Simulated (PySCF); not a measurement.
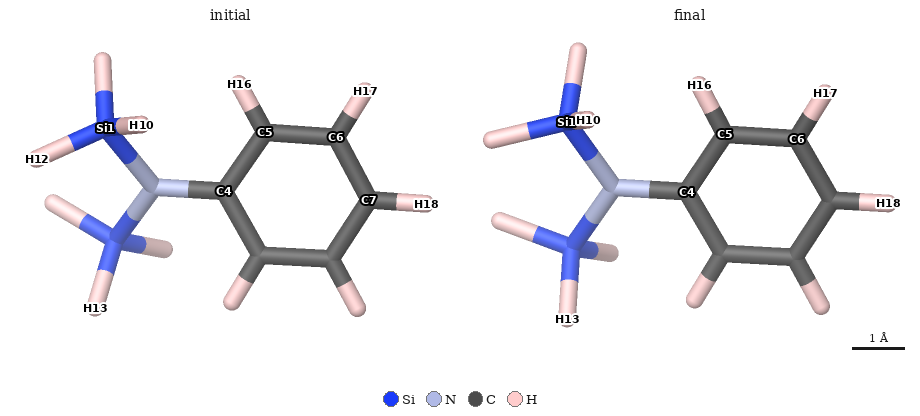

The structure of C$_{6}$H$_{11}$NSi$_{2}$ before (left) and after (right) a relaxation, at one scale.

A stick model, seen at a tilt.

The start comes from GFN2-xTB. Its atoms were then displaced at random by about 0.01 Å.

The calculation used PBE0-D3(BJ)/def2-SVP geometry optimisation, gas phase (PySCF). 

Q: What changed between the two?

A: The largest moves after the best rigid fit, 0.56 Å, are those of H atoms. By element the largest moves are H 0.56 Å, Si 0.21 Å, C 0.17 Å, N 0.01 Å. Near-neighbour distances that change, for instance: H–Si 1.439 → 1.496 Å, C–N 1.356 → 1.409 Å, H–Si 1.459 → 1.489 Å, C–C 1.371 → 1.393 Å. Among the angles between lasting bonds that change: N–Si–H 105.7° → 109.8°, H–Si–H 112.0° → 108.2°, H–Si–H 111.8° → 108.8°. The energy falls by 0.285 eV in 10 geometry steps. The run took 4.5 min on 1 thread of Intel(R) Xeon(R) Platinum 8259CL CPU @ 2.50GHz (shared host).
